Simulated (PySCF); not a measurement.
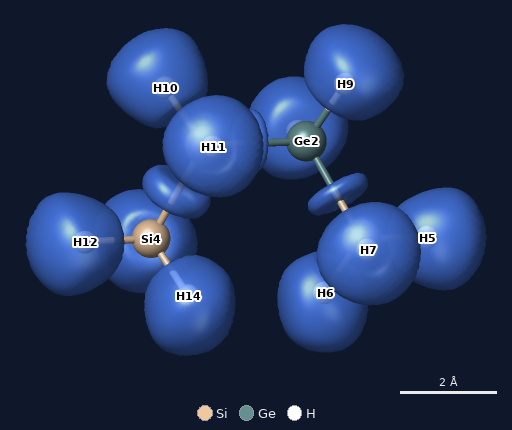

Figure 1: GeH₁₀Si₃. Isosurface of the electron localisation function at 0.85 (blue), seen across its widest extent. Core shells and regions of very low density are left out.

Geometry: PBE0-D3(BJ)/def2-SVP.

The calculation used CAM-B3LYP/def2-SVPD, SCF density, gas phase in PySCF 2.14.0.

Input file:

```
{"job": {"kind": "uv", "xc": "CAM-B3LYP", "basis": "def2-SVPD", "ip": false, "nstates": 15}, "charge": 0, "multiplicity": 1}
Si     2.110213     1.014422    -0.364230
Ge    -0.196435     1.433396    -0.785610
Si    -1.523568     0.081897     0.663633
Si    -0.840598    -2.153224     0.475726
H      2.981458     1.866117    -1.229959
H      2.409962    -0.424668    -0.638647
H      2.419999     1.300455     1.070110
H     -0.525954     1.079618    -2.250748
H     -0.517195     2.927416    -0.575719
H     -2.975673     0.208054     0.321948
H     -1.323659     0.544263     2.073821
H     -1.684258    -3.053840     1.320002
H     -0.939329    -2.593769    -0.950186
H      0.585616    -2.273936     0.913071
```

Run with:

```sh
OMP_NUM_THREADS=1 python probes_run.py task.json out
```

### Identify the bonds, lone pairs and shells in this picture.

At this value the surface marks out two regions between bonded Ge–Si atoms (shared pairs), one region between bonded Si–Si atoms (shared pairs) and ten regions around hydrogen nuclei.

Values along the shortest contacts:
Si–Si (2.34 Å): the ELF peaks at about 1 between the atoms: a shared electron pair. Si–Ge (2.38 Å): the ELF peaks at about 0.95 between the atoms, as expected for localised, covalent bonding.
